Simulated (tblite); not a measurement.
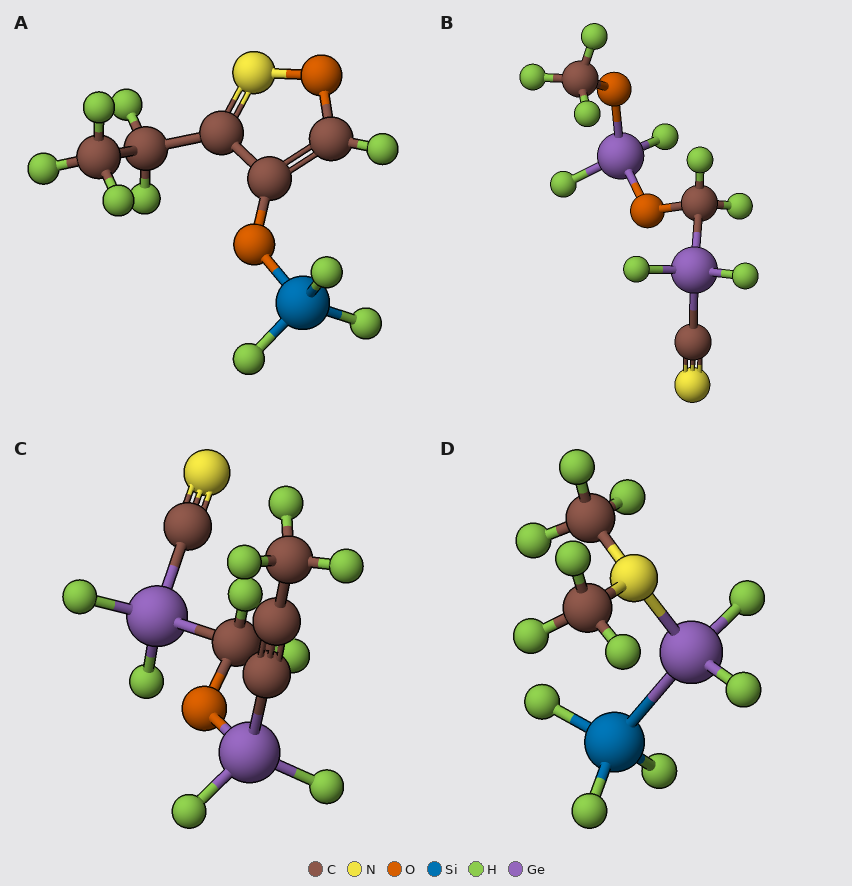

Simulated data, not a measurement (program: tblite).

```xyz
17
charge 0, multiplicity 1
C    -2.6440   -1.1427   -0.0986
O    -2.4883    0.2592   -0.0011
Ge   -1.2691    1.2408   -0.7844
O     0.3180    0.6398   -0.2973
C     0.6912    0.4580    1.0589
Ge    2.3533   -0.6025    0.9130
C     3.5980    0.4254   -0.1117
N     4.3423    1.0427   -0.7245
H    -1.6955   -1.6691    0.0442
H    -3.3406   -1.4426    0.6858
H    -3.0563   -1.4243   -1.0697
H    -1.1576    1.0827   -2.2701
H    -1.6166    2.5705   -0.1917
H    -0.0870   -0.0608    1.6284
H     0.8706    1.4206    1.5487
H     3.0454   -0.9299    2.2109
H     2.1291   -1.8557    0.1217
```

Which picture belongs to the input above?

Answer. B. The file holds C3H9Ge2NO2, `C[O][GeH2][O][CH2][GeH2][C]#N`.
